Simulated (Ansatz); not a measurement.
# K3Ni: relaxing a made-up structure

Starting from a made-up structure for K3Ni, the aim is the relaxed cell, its shortest contacts and, where a second run follows, its electronic structure.

Method: DFT, PBE, plane-wave PAW, files of the set soft_1, scalar-relativistic, ferromagnetic start, cell and ions relaxed at zero pressure; PAW set soft_1, in Ansatz 0.2.0.

**1. Starting point**

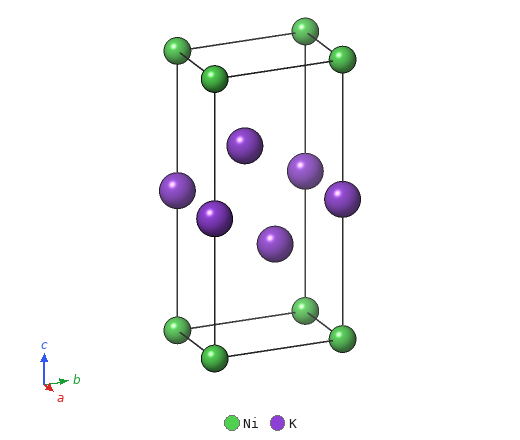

The starting structure, seen slightly off an axis (nickel green, potassium purple). Some periodic images of atoms are drawn too.

As a file:

```cif
data_structure
_symmetry_space_group_name_H-M 'P-3m1'
_symmetry_Int_Tables_number 164
_cell_length_a 7.0330
_cell_length_b 7.0330
_cell_length_c 11.5030
_cell_angle_alpha 90.000
_cell_angle_beta 90.000
_cell_angle_gamma 120.000
_cell_volume 492.75
loop_
_atom_site_label
_atom_site_type_symbol
_atom_site_symmetry_multiplicity
_atom_site_Wyckoff_symbol
_atom_site_fract_x
_atom_site_fract_y
_atom_site_fract_z
_atom_site_occupancy
Ni1 Ni 1 a 0.00000 0.00000 0.00000 1
K1 K 2 d 0.66667 0.33333 0.70420 1
K2 K 1 b 0.00000 0.00000 0.50000 1
```

**2. Relaxation of the guess**

The guessed cell has no reason to be at equilibrium. It is relaxed with the atoms, within the space group of the guess.

The input, input.yaml:

```yaml
crystal:
  lattice:
    - [7.033, 0.0, 0.0]
    - [-3.5165, 6.090756665, 0.0]
    - [0.0, 0.0, 11.503]
  atoms:
    - { symbol: Ni, position: [0.0, 0.0, 0.0], spin: 1.0 }
    - { symbol: K, position: [0.666666667, 0.333333333, 0.7042] }
    - { symbol: K, position: [0.333333333, 0.666666667, 0.2958] }
    - { symbol: K, position: [0.0, 0.0, 0.5] }
magnetization:
  spin_polarized: true
kpoints:
  mp_grid: { grid: [5, 5, 3] }
scf:
  occupations: { method: fermi_dirac, width: 0.05 }
hamiltonian:
  xc: pbe
  pseudopotentials: { kind: paw, azcp: { folder: soft_1 } }
relax:
  f_tol: 0.015
  max_steps: 70
  cell: {}
output:
  forces: true
  stress: true
```

On the command line:

```
ansatz run input.yaml --threads 4 --pin off --max-ram 8192MiB --backend cpu --events-out ev --progress --plain --runs-dir out
```

Numbers of over 12 decimals in the logs are rounded to 6 here.

Output:

```text
Engine: ansatz 0.2.0, x86_64-unknown-linux-gnu
Pseudopotentials: kind: paw
Pseudopotential: Ni, paw, valence charge 18, recommended cutoff 420 eV (normal), soft_1/Ni.paw.azcp
Pseudopotential: K, paw, valence charge 9, recommended cutoff 420 eV (normal), soft_1/K.paw.azcp
Functional definition: PBE
  parameter kappa = 0.804
  parameter beta = 0.066725
  exchange = pbe_x(kappa = kappa, mu = beta*pi^2/3)
  correlation = pbe_c(beta = beta)
Crystal: 4 atoms, lattice volume = 492.746 Å³
Basis set: ecut = 420 eV, 9633 PW (Γ), exchange–correlation on 96×96×160 points (8 copies of the dense FFT grid, shifted against one another)
Bands: 28, of which v1, the nominal top of the filled ones, is band 23 counted from 1 (22 counted from 0)
Symmetry: 12 space group operations
Space group: P-3m1 (ITA 164), of the structure as read, at distance tolerance 7.9e-5 Å
Magnetic group: BNS 164.85 (UNI 1315), of the structure as read, at distance tolerance 7.9e-5 Å
k-points: 12 of 75
Non-local potential: Ni, projectors of the file, l = 0: 3, l = 1: 2, l = 2: 3, l = 3: 1
Non-local potential: K, projectors of the file, l = 0: 3, l = 1: 2, l = 2: 2
PAW form: soft (Blöchl's): semilocal exchange-correlation on the pseudo side does not see the compensation charge
PAW one-centre angular grid: Ni, 590 points (default); XC on 64 Gauss nodes
PAW one-centre angular grid: K, 110 points (default); XC on 64 Gauss nodes
Starting moments: Σ|m| = 1 μB on 1 of 4 sites
Initial wavefunctions: pseudopotential atomic-orbital guess
Functional: x = pbe(κ = 0.804, μ = 0.219515), c = pbe(β = 0.066725)
SCF iter   1: F=—  HF=-10449.122770 eV  |F-HF|=—  |Δ(HF+E_count)|=         —  Δρ=2.54e-2 (↑5.20e-3 ↓2.54e-2)  dr2=9.80e0  dr2_m=5.98e-1  M=1.611 μB ∫|m|=1.656 μB  β_m=0.30  ethr=3.10e-3  ⟨swp⟩=9.3  Hψ=3326  notcnv=0
Mixer restart at iter 1: flushing history
preconditioner: auto → none  [metal: Δε(μ)=0.007 eV  Ē_g=1.402 eV  σ=0.050 eV  W_gap=0.03  n_scr=42 (ndim 8)  ℏωp=6.0 eV  f_vac=0.232  D(μ)=27.17/eV (n_scr^D=262)  sad-step TF]
SCF iter   2: F=—  HF=-10448.097117 eV  |F-HF|=—  |Δ(HF+E_count)|=    1.03e0  Δρ=1.63e-2 (↑1.63e-2 ↓4.83e-3)  dr2=1.96e0  dr2_m=2.90e-1  M=1.499 μB ∫|m|=1.562 μB  β_m=0.30  ethr=3.10e-3  ⟨swp⟩=2.6  Hψ=1519  notcnv=0
SCF iter   3: F=—  HF=-10447.803710 eV  |F-HF|=—  |Δ(HF+E_count)|=   2.93e-1  Δρ=6.76e-3 (↑6.76e-3 ↓3.79e-3)  dr2=3.65e-1  dr2_m=2.37e-2  M=1.297 μB ∫|m|=1.377 μB  β_m=0.34  ethr=3.10e-3  ⟨swp⟩=4.2  Hψ=1315  notcnv=0
SCF iter   4: F=—  HF=-10448.215190 eV  |F-HF|=—  |Δ(HF+E_count)|=         —  Δρ=4.40e-3 (↑3.22e-3 ↓4.40e-3)  dr2=2.43e-1  dr2_m=1.24e-2  M=1.224 μB ∫|m|=1.314 μB  β_m=0.34  ethr=8.10e-4  ⟨swp⟩=2.8  Hψ=1012  notcnv=0
Mixer restart at iter 4: flushing history
SCF iter   5: F=—  HF=-10448.854775 eV  |F-HF|=—  |Δ(HF+E_count)|=         —  Δρ=1.33e-2 (↑1.36e-3 ↓1.33e-2)  dr2=6.69e-1  dr2_m=1.80e-1  M=1.430 μB ∫|m|=1.522 μB  β_m=1.00  ethr=5.39e-4  ⟨swp⟩=3.6  Hψ=1225  notcnv=0
SCF iter   6: F=—  HF=-10450.532607 eV  |F-HF|=—  |Δ(HF+E_count)|=    1.68e0  Δρ=7.59e-2 (↑1.88e-2 ↓7.59e-2)  dr2=4.44e1  dr2_m=3.77e0  M=0.076 μB ∫|m|=0.199 μB  β_m=0.34  ethr=1.11e-4  ⟨swp⟩=9.5  Hψ=2982  notcnv=0  defer=12
SCF iter   7: F=—  HF=-10260.426962 eV  |F-HF|=—  |Δ(HF+E_count)|=    1.90e2  Δρ=2.20e-1 (↑2.20e-1 ↓1.76e-1)  dr2=1.09e3  dr2_m=2.28e0  M=0.024 μB ∫|m|=0.067 μB  β_m=0.13  ethr=1.11e-4  ⟨swp⟩=11.9  Hψ=4130  notcnv=0  defer=14  recentre
SCF iter   8: F=—  HF=-10449.111540 eV  |F-HF|=—  |Δ(HF+E_count)|=    1.89e2  Δρ=4.98e-2 (↑1.50e-2 ↓4.98e-2)  dr2=2.38e1  dr2_m=1.39e0  M=0.369 μB ∫|m|=0.463 μB  β_m=0.14  ethr=1.11e-4  ⟨swp⟩=10.4  Hψ=3648  notcnv=0  defer=9
SCF iter   9: F=—  HF=-10448.560279 eV  |F-HF|=—  |Δ(HF+E_count)|=   5.51e-1  Δρ=1.29e-2 (↑8.24e-3 ↓1.29e-2)  dr2=3.86e0  dr2_m=2.46e-2  M=0.849 μB ∫|m|=0.937 μB  β_m=0.23  ethr=1.11e-4  ⟨swp⟩=8.1  Hψ=2377  notcnv=0  defer=3
SCF iter  10: F=—  HF=-10448.653852 eV  |F-HF|=—  |Δ(HF+E_count)|=   9.36e-2  Δρ=5.87e-3 (↑5.87e-3 ↓1.51e-3)  dr2=4.89e-1  dr2_m=2.73e-2  M=1.088 μB ∫|m|=1.162 μB  β_m=0.25  ethr=1.11e-4  ⟨swp⟩=6.1  Hψ=1769  notcnv=0  defer=5
SCF iter  11: F=—  HF=-10448.667405 eV  |F-HF|=—  |Δ(HF+E_count)|=   1.36e-2  Δρ=5.33e-3 (↑5.33e-3 ↓1.81e-3)  dr2=4.14e-1  dr2_m=1.75e-2  M=1.097 μB ∫|m|=1.173 μB  β_m=0.42  ethr=1.11e-4  ⟨swp⟩=1.8  Hψ=816  notcnv=0
SCF iter  12: F=—  HF=-10448.691474 eV  |F-HF|=—  |Δ(HF+E_count)|=   2.41e-2  Δρ=4.19e-3 (↑4.19e-3 ↓1.46e-3)  dr2=2.45e-1  dr2_m=1.20e-2  M=1.121 μB ∫|m|=1.198 μB  β_m=0.71  ethr=1.11e-4  ⟨swp⟩=1.8  Hψ=700  notcnv=0
SCF iter  13: F=—  HF=-10448.714012 eV  |F-HF|=—  |Δ(HF+E_count)|=   2.25e-2  Δρ=2.95e-3 (↑2.95e-3 ↓1.32e-3)  dr2=1.25e-1  dr2_m=5.52e-3  M=1.142 μB ∫|m|=1.224 μB  β_m=0.85  ethr=1.11e-4  ⟨swp⟩=2.8  Hψ=868  notcnv=0
SCF iter  14: F=—  HF=-10448.719541 eV  |F-HF|=—  |Δ(HF+E_count)|=   5.53e-3  Δρ=2.76e-3 (↑2.76e-3 ↓1.01e-3)  dr2=1.03e-1  dr2_m=5.57e-3  M=1.149 μB ∫|m|=1.231 μB  β_m=0.16  ethr=1.11e-4  ⟨swp⟩=1.3  Hψ=841  notcnv=0
SCF iter  15: F=—  HF=-10448.727655 eV  |F-HF|=—  |Δ(HF+E_count)|=   8.11e-3  Δρ=1.83e-3 (↑1.83e-3 ↓1.65e-3)  dr2=6.09e-3  dr2_m=1.26e-2  M=1.192 μB ∫|m|=1.275 μB  β_m=0.59  ethr=1.11e-4  ⟨swp⟩=2.1  Hψ=776  notcnv=0
[...]
relax step   9: F+E_penalty+E_count = -10450.63360574 eV  Δ(F+E_penalty+E_count) = -2.292e-1 eV  max|allowed force component| = 2.461e-1 eV/Å  Δτ_max = 0.1903 Å  P = -0.918 GPa  Ω = 255.329 Å³  energy of the carried Pulay correction = +4.964e-3 eV  (15 SCF iters, dr2 threshold 4.00e-7 eV, accepted)
relax step  10: F+E_penalty+E_count = -10450.83209699 eV  Δ(F+E_penalty+E_count) = -1.985e-1 eV  max|allowed force component| = 1.453e-1 eV/Å  Δτ_max = 0.1950 Å  P = -0.598 GPa  Ω = 226.434 Å³  energy of the carried Pulay correction = +5.785e-3 eV  (13 SCF iters, dr2 threshold 4.00e-7 eV, accepted)
relax step  11: F+E_penalty+E_count = -10450.90894288 eV  Δ(F+E_penalty+E_count) = -7.685e-2 eV  max|allowed force component| = 1.350e-2 eV/Å  Δτ_max = 0.1946 Å  P = +0.099 GPa  Ω = 196.492 Å³  energy of the carried Pulay correction = +6.697e-3 eV  (21 SCF iters, dr2 threshold 4.00e-7 eV, accepted)
relax step  12: F+E_penalty+E_count = -10450.91277306 eV  Δ(F+E_penalty+E_count) = -3.830e-3 eV  max|allowed force component| = 1.540e-2 eV/Å  Δτ_max = 0.0266 Å  P = +0.001 GPa  Ω = 198.600 Å³  energy of the carried Pulay correction = +6.631e-3 eV  (11 SCF iters, dr2 threshold 8.76e-8 eV, accepted)
relax step  13: F+E_penalty+E_count = -10450.92113540 eV  Δ(F+E_penalty+E_count) = -8.362e-3 eV  max|allowed force component| = 4.924e-2 eV/Å  Δτ_max = 0.0221 Å  P = -0.085 GPa  Ω = 199.328 Å³  energy of the carried Pulay correction = +6.608e-3 eV  (15 SCF iters, dr2 threshold 6.08e-8 eV, accepted)
relax step  14: F+E_penalty+E_count = -10450.94386186 eV  Δ(F+E_penalty+E_count) = -2.273e-2 eV  max|allowed force component| = 7.326e-2 eV/Å  Δτ_max = 0.0136 Å  P = -0.076 GPa  Ω = 196.418 Å³  energy of the carried Pulay correction = +6.700e-3 eV  (15 SCF iters, dr2 threshold 1.52e-7 eV, accepted)
relax step  15: F+E_penalty+E_count = -10450.94250704 eV  Δ(F+E_penalty+E_count) = +1.355e-3 eV  max|allowed force component| = 5.267e-2 eV/Å  Δτ_max = 0.0936 Å  P = +0.049 GPa  Ω = 193.203 Å³  energy of the carried Pulay correction = +6.801e-3 eV  (16 SCF iters, dr2 threshold 3.35e-7 eV, rejected (line search))
relax step  16: F+E_penalty+E_count = -10450.95224664 eV  Δ(F+E_penalty+E_count) = -8.385e-3 eV  max|allowed force component| = 3.175e-2 eV/Å  Δτ_max = 0.0969 Å  P = -0.064 GPa  Ω = 196.540 Å³  energy of the carried Pulay correction = +6.696e-3 eV  (18 SCF iters, accepted)
relax step  17: F+E_penalty+E_count = -10450.95535431 eV  Δ(F+E_penalty+E_count) = -3.108e-3 eV  max|allowed force component| = 3.927e-3 eV/Å  Δτ_max = 0.0795 Å  P = +0.002 GPa  Ω = 194.878 Å³  energy of the carried Pulay correction = +6.748e-3 eV  (11 SCF iters, dr2 threshold 6.30e-8 eV, accepted)
relax step  18: F+E_penalty+E_count = -10450.95256434 eV  Δ(F+E_penalty+E_count) = +2.790e-3 eV  max|allowed force component| = 3.891e-3 eV/Å  Δτ_max = 0.0000 Å  P = -0.002 GPa  Ω = 194.878 Å³  stress off target by 4.37e-3 GPa  SCF on the basis re-selected at this cell (its energy is not comparable with the rows above)  (19 SCF iters)
basis re-selected at this cell: Δ(F+E_penalty+E_count) = +2.790e-3 eV, ΔP = -0.004 GPa vs the last step (what re-selecting the basis moved, of the pressure what is left beyond the Pulay correction that the steps carried, after the strain that the cell walked since its last selection, with what the two solves' SCF thresholds leave and, on support functions, any second-order correction that the steps lacked; it is no measure of the basis error at this ecutwfc). The dense FFT grid was sized anew with the basis: this SCF ran on 40×40×45 points, the steps before it on 48×48×80, so part of this shift can come from that change (see relax.cell in the input reference). [rest of the remark cut]
SCF converged after 19 iterations
Magnetization: 0.3249 μB (22.6624 up, 22.3376 down)
Absolute magnetization: 0.4211 μB (∫|ρ↑−ρ↓|, with the PAW one-centre terms)
Spin contamination: 0.0252 ħ² per cell (⟨S²⟩ above its minimum at these occupations)
Per-site moments (μB) at R_I (Å): [(0.349623, 1.385660), (-0.00496832, 1.427809), (-0.00496832, 1.427809), (-0.000348519, 1.385660)]
Free energy (F): -10450.952564 eV
Harris-Foulkes:  -10450.952564 eV  (|F-HF|=1.64e-11)
Internal energy: -10450.892069 eV  (E = F + TS)
E sigma→0 (E₀):  -10450.922317 eV
Entropy (-TS):   -0.060495 eV (-15.124 meV/atom)
Fermi energy:    3.015840 eV
--- Per-component energies (eV) ---
  E_band       = -908.798618
  E_kinetic    = 1102.943496
  E_local      = -7749.898618  (includes V_loc(G=0)·N_el)
  E_nonlocal   = -70.938975
  E_hartree    = 3575.765931
  E_xc         = -513.155813
  E_vxc        = -633.674500  (∫ρ·V_xc dr)
  E_paw        = -4014.624875  (= ΣΔE_a)
  E_vpaw       = -708.762337  (= ΣTr[D̂ρ^β])
  E_aug_tail   = 0.000887  (compensation charges beyond the density's cutoff)
  E_ewald      = -2780.984101
  E_smearing   = -0.060495  (= −TS)
  E_closure    = 0.000000  (closes the sum)
  Σ components = -10450.952564   (vs F -10450.952564, Δ=0.00e0)
--- Forces (eV/Å), atoms counted from 1 ---
  atom   1  Ni    -0.00000000     0.00000000     0.00000000
  atom   2  K      0.00000000    -0.00000000     0.00389099
  atom   3  K     -0.00000000     0.00000000    -0.00389099
  atom   4  K     -0.00000000    -0.00000000     0.00000000
  max |Σ_I F_I| component: 1.97e-31 eV/Å
--- Stress (GPa, compression-positive) ---
       -0.004369       0.000000       0.000000
        0.000000      -0.004369       0.000000
       -0.000000       0.000000       0.002212
  P = ⅓ Tr σ = -0.0022 GPa (-0.022 kbar)
--- Relaxed structure (17 steps of the walk, 16 accepted, 1 SCFs on fresh bases) ---
  F+E_penalty+E_count = -10450.95256434 eV   max|allowed force component| = 3.891e-3 eV/Å   (the final SCF, on the basis selected at the relaxed cell)
  cell:  # Å, volume = 194.8777 Å³
    - [5.787411, 0.0, 0.0]
    - [-2.893705, 5.012045, 0]
    - [0.0, 0, 6.718353]
  atoms:
    - { symbol: Ni, position: [0, 0, -6.032247156313335e-19] }
    - { symbol: K, position: [0.666667, 0.333333, 0.865521] }
    - { symbol: K, position: [0.333333, 0.666667, 0.134479] }
    - { symbol: K, position: [0, 0, 0.5] }
```

It took 77 s on 4 threads of Intel Xeon 6975P-C (Granite Rapids), shared host; peak memory 1 GiB; 4.7 min of CPU time.

Step by step:

```csv
step,energy less that of the first step (eV),largest force component (eV/Å),pressure (GPa),volume (Å³)
1,0.0000,0.1276,-0.57,492.75
2,-0.0610,0.1422,-0.59,480.23
3,-0.3273,0.2035,-0.69,432.00
4,-0.6310,0.2668,-0.80,386.58
5,-0.9628,0.3242,-0.90,345.14
6,-1.2833,0.3587,-0.98,310.63
7,-1.4474,0.3414,-1.02,298.93
8,-1.6710,0.3054,-1.02,279.63
9,-1.9002,0.2461,-0.92,255.33
10,-2.0986,0.1453,-0.60,226.43
11,-2.1755,0.0135,0.10,196.49
12,-2.1793,0.0154,0.00,198.60
13,-2.1877,0.0492,-0.08,199.33
14,-2.2104,0.0733,-0.08,196.42
15,-2.2091,0.0527,0.05,193.20
16,-2.2188,0.0318,-0.06,196.54
17,-2.2219,0.0039,0.00,194.88
18*,-2.2191,0.0039,0.00,194.88
```

Relaxation steps marked * repeat the geometry before them on a plane-wave basis chosen anew for their cell, so energy and pressure can jump there. Relaxation step 15 was tried and not accepted.

Forces are held to the 12 operations that the run works with; a distortion that breaks them can't arise in this run.

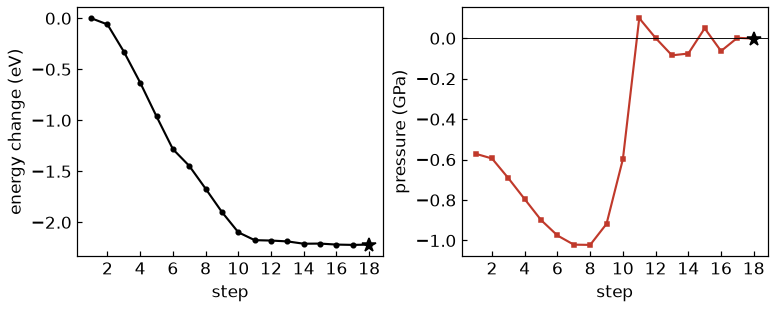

Energy and pressure along the relaxation. Stars mark steps on a basis chosen anew.

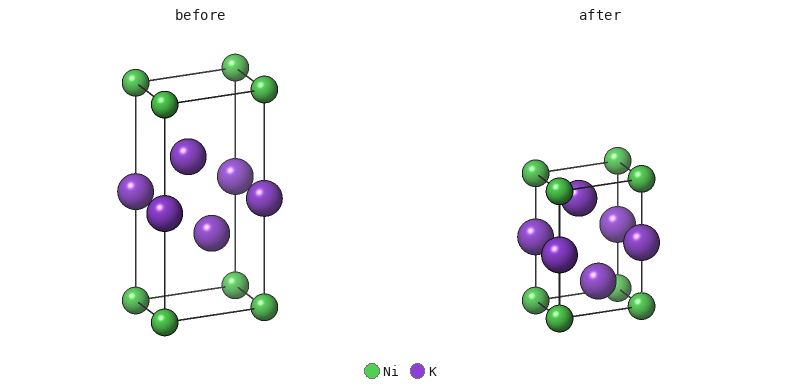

Before and after, at one scale.

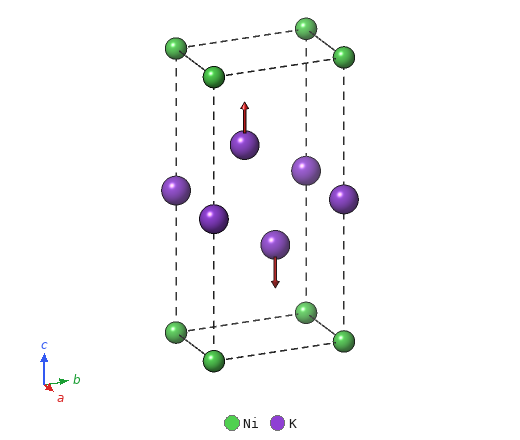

Displacements in the relaxation, exaggerated, measured against the changing cell; the longest in the cell stands for 1.08 Å. Some periodic images of atoms are drawn too.

```csv
cell as run,before,after,change
a (Å),7.033,5.787,-17.7 %
b (Å),7.033,5.787,-17.7 %
c (Å),11.503,6.718,-41.6 %
volume (Å³/atom),123.19,48.72,-60.5 %
```

The atoms that moved most (Å, as changes of fractional coordinates times the final cell):

```csv
atom,dx,dy,dz,length
K3,0.000,0.000,-1.084,1.084
K2,0.000,0.000,1.084,1.084
```

The relaxed structure:

```
Ni K
1.0
     5.78741    0.00000    0.00000
    -2.89371    5.01204    0.00000
     0.00000    0.00000    6.71835
Ni K
1 3
Direct
  0.00000 0.00000 0.00000
  0.66667 0.33333 0.86552
  0.33333 0.66667 0.13448
  0.00000 0.00000 0.50000
```

Numbers from this step:

```yaml
free_energy: -10450.9526 eV
energy_at_zero_smearing: -10450.9223 eV
smearing_term_ts: 0.06050 eV
fermi_energy: 3.016 eV
magnetization: 0.3249 μB
absolute_magnetization: 0.4211 μB
site_moments: 0.3496, -0.004968, -0.004968, -3.49e-4 μB
electrons: 45
symmetry_operations: 12
pressure: -0.002175 GPa
```

Site moment by atom:

```csv
atom,site moment (μB)
Ni1,0.350
K2,-0.005
K3,-0.005
K4,0.000
```

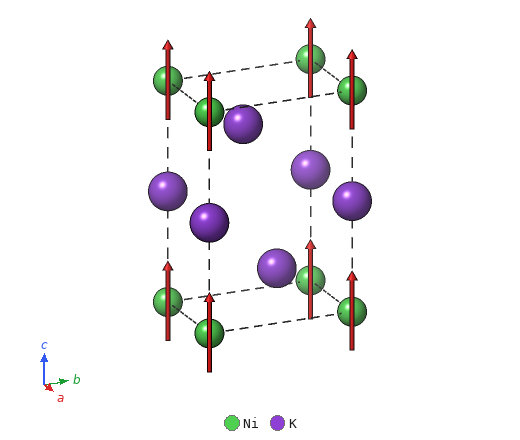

Site moment as arrows, the longest 0.350 μB. Up and down stand for the sign. Arrows give size and sign along the axis of quantisation, drawn up and down the page. Some periodic images of atoms are drawn too.

Shortest distances by pair of elements, guess and relaxed (not always the same contact):

```csv
pair,guess (Å),relaxed (Å)
K–Ni,5.298,3.359
K–K,4.691,3.799
```

The relaxation ends with a largest force component of 0.0039 eV/Å and a pressure of 0.00 GPa.

**3. Outcome**

| Item | Value |
| --- | --- |
| space group, relaxed | P-3m1 |
| conventional cell | a = 5.787, b = 5.787, c = 6.718 Å; α = 90.0°, β = 90.0°, γ = 120.0° |
| volume per atom | 48.72 Å³ (guess 123.19) |
| total moment | 0.32 μB in the cell of 4 atoms |

K3Ni relaxes to P-3m1 with a = 5.787, b = 5.787 and c = 6.718 Å. The guessed volume was 153 % too large. The space group P-3m1 was held in the relaxation, so the end point is a stationary structure within it and may be a saddle against distortions or other arrangements. The input starts from parallel moments, and no other start was typed. Mesh and cutoff weren't tested. A vector of the cell changed its length by 42 %, so the starting arrangement is largely lost and the mesh was laid for another shape. No dispersion term is used, so weakly bound directions may come out too long. Nothing here tests whether the compound is stable against decomposition.

[Logs are printed without paths, hosts, clocks, repeated set-up lines and the standing remarks that a program may print on its own settings, such as how far it seeks lower states.]

[Hosts, paths, dates, database ids (printed as entryN), source tags and the programs' standing remarks are cut or masked in the printed files.]
